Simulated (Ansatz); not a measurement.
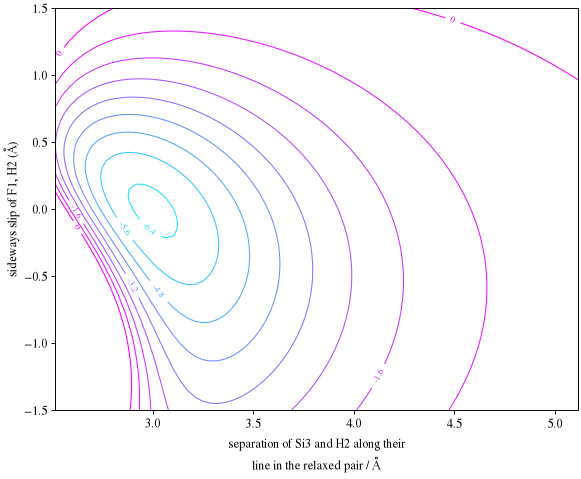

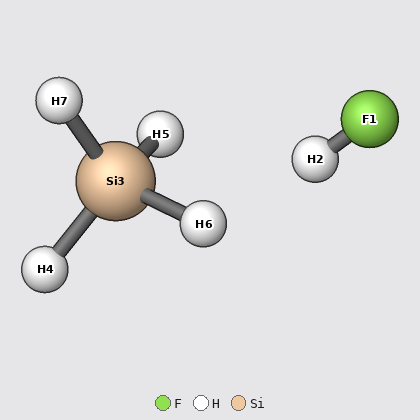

Energy landscape of the pair FH···H₄Si. The first coordinate is: separation of Si3 and H2 along their line in the relaxed pair; the second: sideways slip of F1, H2. Nothing is relaxed (both partners rigid). The grid has 15 × 15 points. Points are written as (first, second). Energies are in kJ/mol, from the two partners far apart, frozen as in the relaxed pair, each in its own basis (no counterpoise correction). The calculation used RKS BHLYP-D4/def2-TZVPD in Ansatz.

The picture shows contour lines labelled in kJ/mol (none above 0). Between grid points the surface is interpolated. The second picture is the structure at the lowest point.

> What does the map say about the system?

The lowest grid point is at (2.966 Å, 0.000 Å), −6.6 kJ/mol from the two partners far apart, frozen as in the relaxed pair, each in its own basis (no counterpoise correction). It is the only kind of minimum in the scanned range. The highest grid point, (2.516 Å, −0.857 Å), lies 32.6 kJ/mol above the lowest. Round the minimum the valley is strongly tilted: raising the first coordinate shifts the best value of sideways slip of F1, H2 downwards (coupling k₁₂/√(k₁₁k₂₂) about 0.6).

Each point was launched as `ansatz run input.yaml --threads 1 --pin off --max-ram 2560MiB --backend cpu --events-out ev --progress --plain --runs-dir out`. Time for the 225 points that were run: 9.6 min on 1 thread of Arm Neoverse V2 (shared host).
